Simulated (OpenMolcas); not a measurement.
## Exact exchange and the HOMO–LUMO gap of GeSiH5Cl

The species is GeSiH5Cl (8 atoms), meant as a singlet with charge 0. As SMILES, `Cl[SiH2][GeH3]`. Geometry: relaxed at PBE0-D4/def2-TZVP.

The HOMO–LUMO gap y, in eV, basis cc-pVDZ; a is the functional's share of exact exchange. Programs: OpenMolcas 26.06.

| functional | program | a | y (eV) |
| --- | --- | --- | --- |
| PBE | OpenMolcas | 0 | 5.81 |
| r2SCAN | OpenMolcas | 0 | 6.40 |
| B3LYP | OpenMolcas | 0.2 | ? |
| PBE0 | OpenMolcas | 0.25 | 7.84 |
| BHLYP | OpenMolcas | 0.5 | 9.87 |

Problem. Fit y = c + s·a to the known rows and predict B3LYP.

Solution. 
1. Means of the 4 rows: a = 0.1875, y = 7.480.
2. Σ(Δa)² = 0.17188, Σ(Δa·Δy) = 1.285, so the slope is 1.285/0.17188 = 7.4761.
3. Intercept: 7.480 − (7.4761) × 0.1875 = 6.078. The largest residual of the fit is 0.32.
4. B3LYP: 6.078 + (7.4761) × 0.2 = 7.57 eV.

The run gave 7.46 eV, so the prediction is off by +0.11 eV, within the largest residual. Exact exchange lowers occupied levels and raises empty ones. The rows mix families of semi-local functionals, which the line can't see.

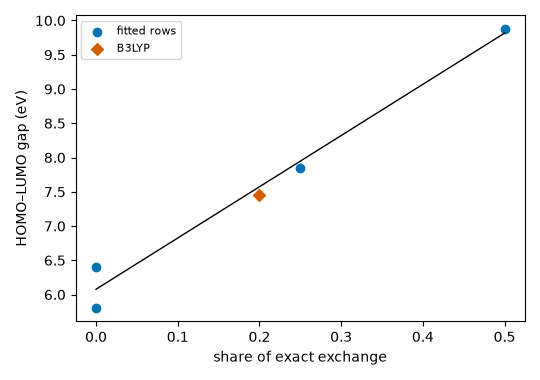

The fitted line, with the withheld row.
